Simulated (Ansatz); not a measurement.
The calculation's input:

```
crystal:
  periodic: [false, false, false]
  atoms:
    - {symbol: C, position_ang: [0.344255, 1.808341, -0.154317]}
    - {symbol: Al, position_ang: [-1.244171, 0.866217, 0.182532]}
    - {symbol: Al, position_ang: [1.636783, 1.706682, -1.851504]}
    - {symbol: F, position_ang: [-2.531207, -0.131672, 0.070948]}
    - {symbol: H, position_ang: [0.077420, 2.884976, -0.085322]}
    - {symbol: H, position_ang: [1.013660, 1.589219, 0.705320]}
basis:
  gaussian: {orbitals: def2-TZVPD}
total_charge: 1
hamiltonian: {xc: {name: PBE0}}
output: {forces: true, orbitals: {seedname: orbitals}}
```

Run with:

```sh
ansatz run input.yaml --threads 1 --pin off --max-ram 2610MiB --events-out events.jsonl --progress --plain --runs-dir runs
```

Geometry: B3LYP-D3(BJ)/def2-SVP.

Level of theory: isolated molecule in a Gaussian basis; Kohn-Sham density functional theory, functional PBE0 in Ansatz.

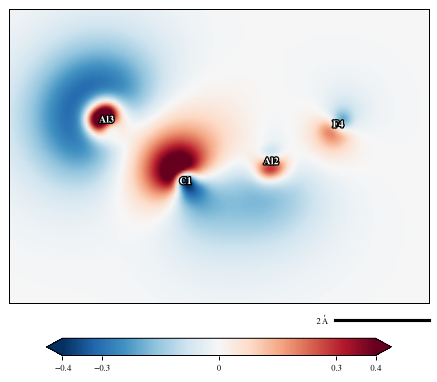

CH₂Al₂F (SMILES [F][Al+][CH2][Al]) (charge +1). One frontier orbital on the plane of atoms Al2, C1 and Al3 (values in Å⁻³ᐟ²; the overall sign is arbitrary).

> Which orbital is it: HOMO or LUMO?

The HOMO, at −10.98 eV. By Hirshfeld shares it lies mainly on Al3 (about 70 %), C1 (about 15 %) and Al2 (about 10 %).
